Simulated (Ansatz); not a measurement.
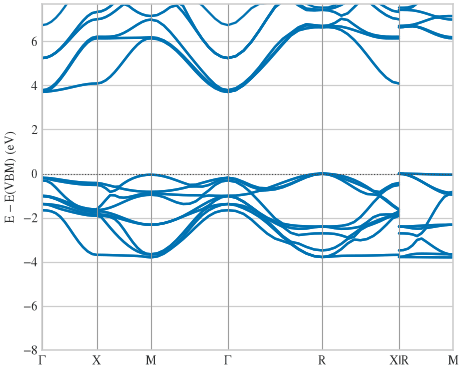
Band structure from the program Ansatz at the r²SCAN with spin–orbit coupling level (PAW)

### Question
Read off the gap and where the band edges lie.

### Answer
About 3.7 eV (3.70 eV by a search for the band edges); maximum at R, minimum at Γ.

The material is BaZrO3 (cubic perovskite, space group No. 221).

Space group Pm-3m (cubic perovskite). The r²SCAN relaxation kept the symmetry of its start; phonons on a q-mesh show weakly imaginary modes. No spin polarisation was allowed.

Potentials: the later of the program's two PAW sets.
